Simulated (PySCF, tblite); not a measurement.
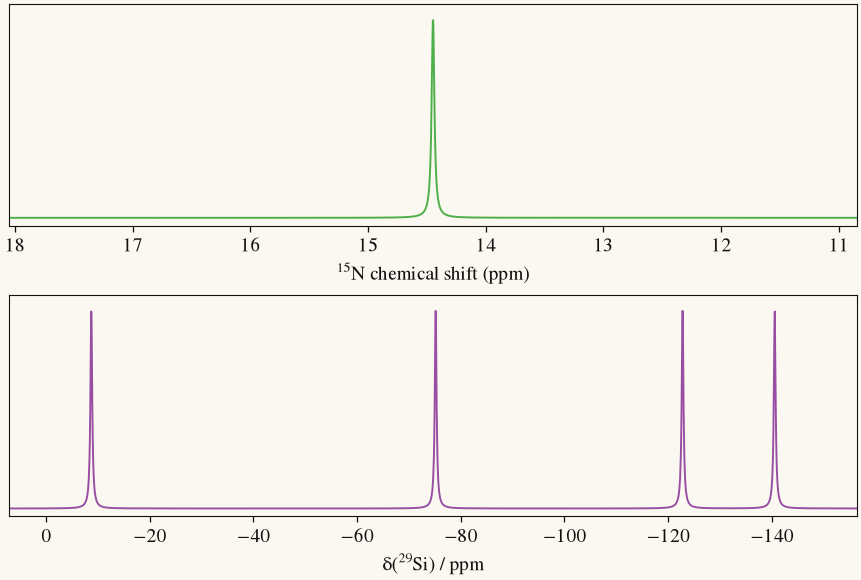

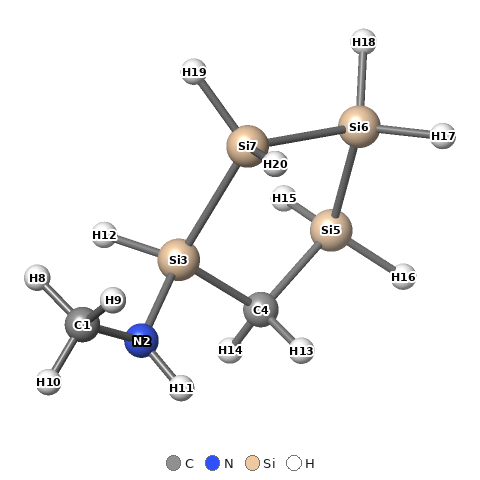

Spectrum and numbered structure of C₂H₁₃NSi₄, SMILES CN[Si@@H]1C[SiH2][SiH2][SiH2]1. GIAO shifts, PBE0/pcSseg-1 with PySCF, at a GFN2-xTB geometry (a minimum by its frequencies), against NH₃ for ¹⁵N and TMS for ²⁹Si computed at the same level (¹⁵N: a single molecule, while the usual scales start at liquid NH₃ or nitromethane; multiply bonded nitrogen can come out tens of ppm too deshielded). Gas phase, fully decoupled, line heights follow the number of nuclei, widths are arbitrary (no quadrupolar broadening); values of one conformer, averaged over methyl-type rotors and exact or near symmetry; other conformers aren't averaged in.

**Where does the ¹⁵N line lie?**

At 14.4 ppm (N2).

**Which atoms give which ²⁹Si line?**

| δ (ppm) | nuclei | atoms |
| --- | --- | --- |
| −8.8 | 1 | Si3 |
| −75.2 | 1 | Si5 |
| −122.8 | 1 | Si6 |
| −140.6 | 1 | Si7 |

Caveats: the tight-binding geometry is rougher than a DFT one and adds to the error.
